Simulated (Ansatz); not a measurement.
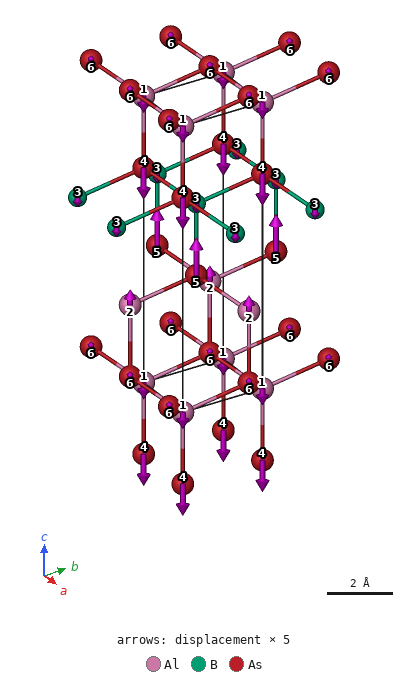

A relaxation of crystalline Al$_{2}$BAs$_{3}$ (a generated structure, set up in P3m1) (coarse preliminary run). The starting structure is drawn; purple arrows show the displacements (the part carried along by the change of the cell is left out), 5 times their true length.

A ball-and-stick model of the cell of the calculation, seen slightly off an axis.

These are results of DFT PBE, scalar-relativistic, plane waves, PAW (Ansatz 0.2.0), not measurements. (plane-wave cutoff 420 eV; k-point mesh 6 × 6 × 2; occupations gaussian; smearing width 0.1 eV; no spin polarisation; cell and atoms relaxed; force threshold 0.04 eV/Å; at most 70 steps)

> Atoms of which element are displaced furthest, and by how much?

Arsenic: up to 0.24 Å, against 0.11 Å for aluminium.

> What happened in the run?

The energy falls by 178 meV per atom in 4 accepted moves (5 points after the start). The largest force component goes from 3.2 to 0.017 eV/Å. Pressure: 11.80 GPa at the start and 0.07 GPa at the end. The SCF was repeated once at an unchanged geometry on a basis and grid sized afresh for the cell, which shifted the energy by 0.9 meV per atom at most. As5 moves most relative to the cell: 0.24 Å along +c. By element the largest moves are As 0.24 Å, Al 0.11 Å, B 0.06 Å. Cell: a = b 3.735 → 3.841 Å (+2.8 %), c 9.150 → 9.546 Å (+4.3 %). Volume +10.3 %. Among the contacts that change: B3–As5 2.287 → 2.083 Å, Al1–As4 2.287 → 2.483 Å, Al2–As6 2.287 → 2.454 Å, Al1–As6 2.287 → 2.407 Å. Bond angles that change, for instance: Al1–As6–Al1 109.5° → 105.8°, As6–Al1–As6 109.5° → 105.8°, As4–Al1–As6 109.5° → 112.9°. The space group stays P3m1 (No. 156). The run took 28 s on 1 thread of Intel(R) Xeon(R) Platinum 8259CL CPU @ 2.50GHz (Skylake/Cascade Lake), with other jobs on the host, peak memory 0.43 GiB.
